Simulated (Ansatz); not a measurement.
Input file:

```
crystal:
  periodic: [false, false, false]
  atoms:
    - { symbol: B, position_ang: [-0.9898, 0.3932, -0.8357] }
    - { symbol: "N", position_ang: [0.3678, 0.0081, -0.4455] }
    - { symbol: B, position_ang: [0.2599, -1.3683, 0.1928] }
    - { symbol: B, position_ang: [0.9684, 1.0235, 0.5793] }
    - { symbol: H, position_ang: [-1.4537, 0.0886, -1.9162] }
    - { symbol: H, position_ang: [-1.8488, 0.6936, -0.0181] }
    - { symbol: H, position_ang: [1.2388, -1.7621, 0.8434] }
    - { symbol: H, position_ang: [-0.2961, -2.2067, -0.3278] }
    - { symbol: H, position_ang: [0.4221, 1.0747, 1.7091] }
    - { symbol: H, position_ang: [1.4145, 2.0042, 0.2217] }
basis:
  gaussian: { orbitals: "6-31G*" }
hamiltonian:
  xc: pbe0
relax:
  f_tol: 0.02
  max_steps: 40
output:
  orbitals: {}
```

Run with:

```sh
ansatz run input.yaml --threads 1 --pin off --max-ram 2048MiB --backend cpu --events-out ev --progress --plain --runs-dir out
```

The fields are those of the relaxed geometry.

Theory: Ansatz 0.2.0, RKS PBE0/6-31G*.

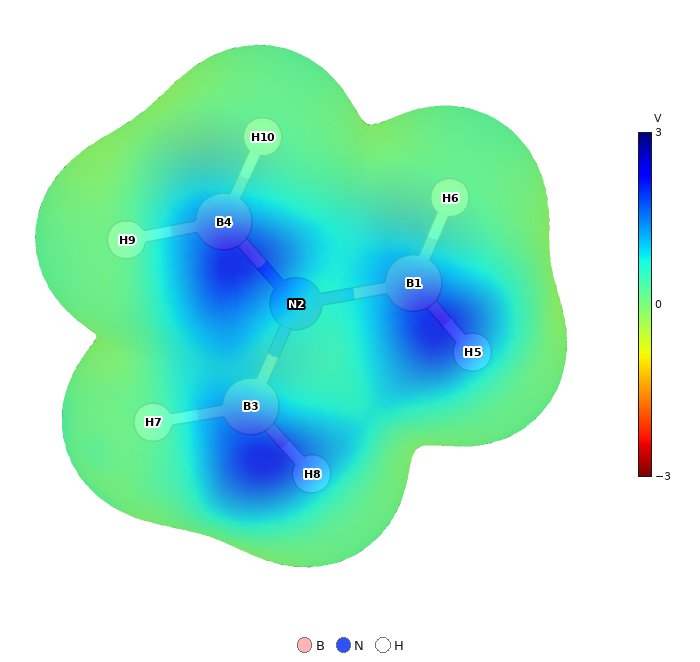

B3H6N. The molecular electrostatic potential painted on the density surface at 0.004 e/bohr³, seen at a tilt; red is negative and blue positive.

**Describe the electrostatic potential map.**

The most negative region (about −0.2 V) lies over H9, the most positive (about +2.3 V) over B1, B3 and B4.
